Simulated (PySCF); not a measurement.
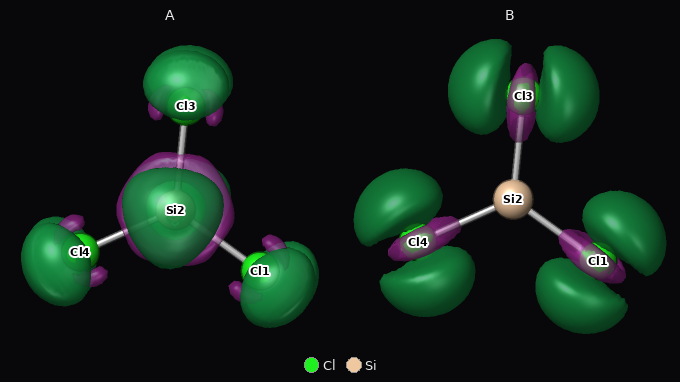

*Cl$_{3}$Si, charge +1, SMILES `Cl[Si+](Cl)Cl`. The two Fukui functions at ±0.02 e/Å³ (green positive, purple negative).*

Method: PBE/def2-SVPD; geometry: GFN2-xTB; program: PySCF. No frequency check shows the geometry to be a minimum. GFN2-xTB bond lengths at metals and heavier atoms can be off by up to 0.1 Å and shapes distorted, which carries into these values.

Input

```python
import numpy as np
from pyscf import gto, scf, dft
from pyscf.scf import atom_ks, atom_hf
from scipy.linalg import block_diag

def solve(mol, dm0=None, hcore=None):
    mf = (dft.UKS if mol.spin else dft.RKS)(mol, xc='pbe')
    mf.grids.level = 3
    mf = mf.density_fit(auxbasis='def2-universal-jkfit')
    mf.conv_tol, mf.max_cycle = 1e-8, 80
    if hcore is not None:
        mf.get_hcore = lambda *args: hcore
    mf.kernel(dm0)
    if not mf.converged:
        mf = mf.newton().run(mf.mo_coeff, mf.mo_occ, max_cycle=30)
    assert mf.converged, 'SCF not converged'
    return mf

mol = gto.M(atom='''
Cl    -0.39252     1.89935     0.00000
Si     0.00006     0.00000     0.00000
Cl    -1.44865    -1.28959     0.00000
Cl     1.84112    -0.60976     0.00000
''', basis='def2-svpd', charge=1, spin=0, verbose=4)
mf = solve(mol)
out = dict(e0=mf.e_tot, dm0=mf.make_rdm1(), c=mf.mo_coeff, occ=mf.mo_occ, eps=mf.mo_energy)
for name, dq, spin in [('cation', 1, 1), ('anion', -1, 1)]:
    ion = mol.copy().set(charge=mol.charge + dq, spin=spin).build()
    mi = solve(ion)
    if spin and dq > 0 and mol.nao < 130:
        c, _, stable, _ = mi.stability(return_status=True)
        if not stable:
            mi = solve(ion, mi.make_rdm1(c, mi.mo_occ))
    print(name, 'vertical energy change / eV', (mi.e_tot - mf.e_tot) * 27.211386)
    out.update({'e_' + name: mi.e_tot, 'dm_' + name: mi.make_rdm1(), 's2_' + name: mi.spin_square()[0], 'eps_' + name: mi.mo_energy, 'occ_' + name: mi.mo_occ})
# spherically averaged free atoms, for the promolecule
atm = atom_ks.get_atm_nrks(mol, xc='pbe')
pro = block_diag(*[(atm[a[0]][2] * atm[a[0]][3]) @ atm[a[0]][2].T for a in mol._atom])
np.savez('result.npz', pro=pro, **out)
```

Command:

```sh
OMP_NUM_THREADS=1 python input.py
```

The run took 71 s on 1 thread of Intel(R) Xeon(R) Platinum 8488C (Sapphire Rapids) (shared host), peak memory 0.48 GiB.

Partitions, critical points and surface values were worked out afterwards from this run's density.

### Which panel is f⁻ (electron removed) and which f⁺ (electron added)?

A is f⁺, B is f⁻. f⁻ (Hirshfeld-condensed) is largest on Cl1, Cl3 and Cl4 (0.30 each); the vertical ionisation energy is 17.21 eV. f⁺ (Hirshfeld-condensed) is largest on Si2 (0.35) and Cl1, Cl3 and Cl4 (0.22 each); the vertical electron affinity is 6.37 eV (the stability of the neutral species's solution wasn't checked).

### What chemical potential and hardness follow from the two energies?

μ = −(I + A)/2 = −11.79 eV and η = I − A = 10.84 eV.
